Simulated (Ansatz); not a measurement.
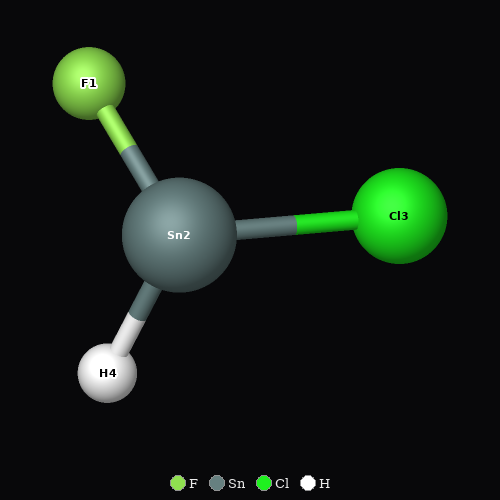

The system is ClFHSn, SMILES [F][SnH][Cl], spin multiplicity 2; the picture shows the reference structure. The first coordinate is: angle Cl3–Sn2–F1; the second: angle H4–Sn2–F1. Nothing is relaxed (all other coordinates rigid). Grid: 9 × 9 points. Energies: kJ/mol, counted from the lowest grid point. Theory: UKS PBE-D4/def2-TZVP in Ansatz 0.2.0.

Its coordinates:

| atom | x (Å) | y (Å) | z (Å) |
| --- | --- | --- | --- |
| F | -1.5395 | 0.2727 | 0.8710 |
| Sn | -0.2593 | -0.2205 | -0.5197 |
| Cl | 1.4025 | -1.4364 | 0.6373 |
| H | 0.4518 | 1.3239 | -1.0088 |

Range: angle Cl3–Sn2–F1 from 59.0 to 149.0°; angle H4–Sn2–F1 from 68.9 to 138.9°.

Question: Predict the map.

Answer: The lowest grid point is at angle Cl3–Sn2–F1 = 104.0°, angle H4–Sn2–F1 = 103.9°. It is the only kind of minimum in the scanned range. The highest grid point, angle Cl3–Sn2–F1 = 59.0°, angle H4–Sn2–F1 = 68.9°, lies 238 kJ/mol above the lowest. Round the minimum the valley is somewhat tilted: raising angle Cl3–Sn2–F1 shifts the best value of angle H4–Sn2–F1 downwards (coupling k₁₂/√(k₁₁k₂₂) about 0.2).

```tsv
angle H4–Sn2–F1 ↓, angle Cl3–Sn2–F1 →	59.0	70.3	81.5	92.8	104.0	115.3	126.5	137.8	149.0
138.9	226	106	55	36	35	49	74	111	154
130.1	213	94	43	23	21	31	53	84	122
121.4	202	86	34	13	10	18	36	62	94
112.6	195	81	29	7	2	9	24	46	72
103.9	192	81	28	6	0	5	18	37	59
95.1	195	86	33	10	3	6	18	35	54
86.4	203	96	42	18	11	14	25	40	58
77.6	219	110	57	33	26	29	39	55	72
68.9	238	128	76	53	47	51	62	78	96
```

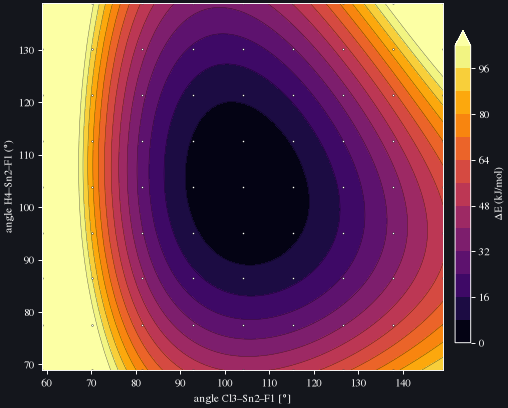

Drawn: filled contours, dots at the grid points, one colour for all values above the top of the scale. Between grid points the surface is interpolated.

Time for the 81 points that were run: 8.2 min on 1 thread of Intel(R) Xeon(R) Platinum 8259CL CPU @ 2.50GHz (Skylake/Cascade Lake), on a shared host.
